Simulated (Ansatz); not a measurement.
**H$_{2}$O···F$_{2}$ (SMILES O.FF): density, localisation and related maps**

```xyz
5

O    -0.1966    0.1690   -1.2314
H     0.6476    0.6026   -1.3760
H    -0.0468   -0.7531   -1.4523
F    -0.2273    0.0419    1.3393
F    -0.1769   -0.0603    2.7203
```

Geometry: PBE0-D4/def2-TZVP.

Method: Ansatz 0.2.0, RKS PBE0-D4/def2-TZVPPD.

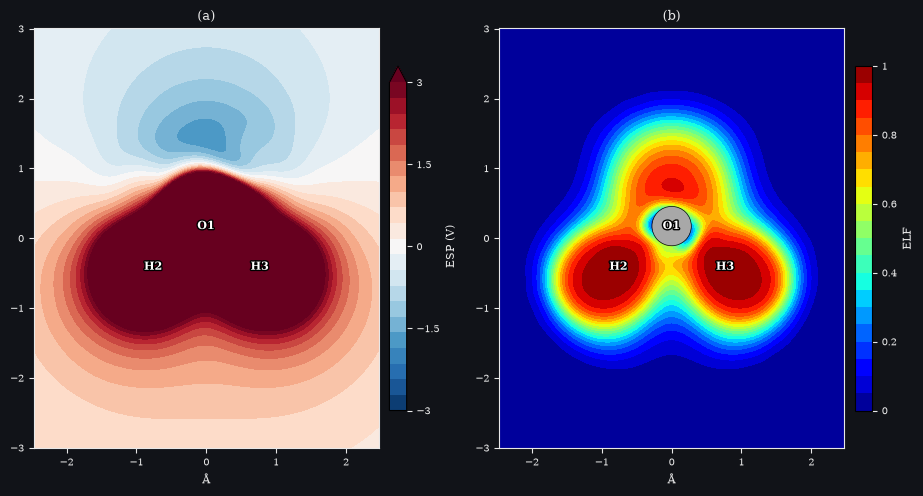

Figure 1. (a) electrostatic potential; (b) electron localisation function on the plane of atoms H2, O1 and H3. Grey discs cover the atomic cores in the ELF map.

Q: Interpret the plot.

A:
- Atoms in the plane: O and H.
- O–H (0.96 Å): the ELF climbs to about 1 towards the hydrogen, as it does in any bond to H; an ordinary covalent bond to hydrogen.
- The ELF also peaks beside O1, away from the bonds: lone-pair regions.
- Outside the dense part of the complex the potential is most negative (−1.7 V) near O1.

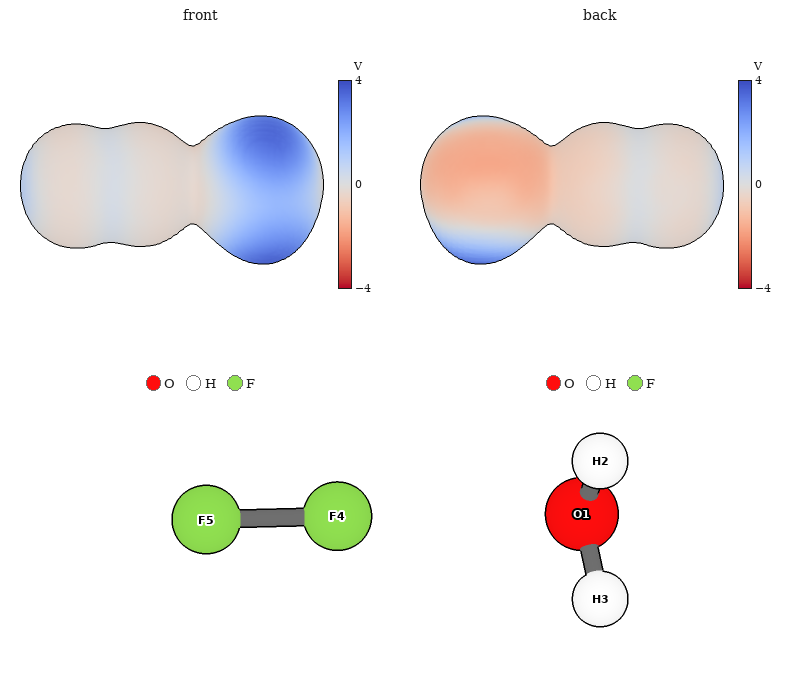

Figure 2. The electrostatic potential painted on the density surface at 0.004 e/bohr³, seen from the front and from behind; the colour scale runs from red (negative) to blue (positive). The bare structure is drawn below in the same view.

Q: Where is the surface potential most negative and most positive?

A: The most negative region (about −1.7 V, or −39 kcal/mol for a unit charge) lies over O1, the most positive (about +3.4 V, or +78 kcal/mol for a unit charge) over H2 and H3. O1 is the likeliest acceptor of a hydrogen bond.

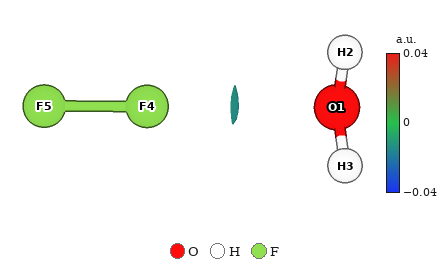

Figure 3. Non-covalent interaction (NCI) plot: the surface where the reduced density gradient is 0.4, for densities under 0.05 a.u., coloured by sign(λ₂)ρ; seen at a tilt.

Q: What holds or crowds the atoms apart from the covalent bonds?

A: Between F4 on one side and O1 on the other: a weakly attractive contact (blue-green).
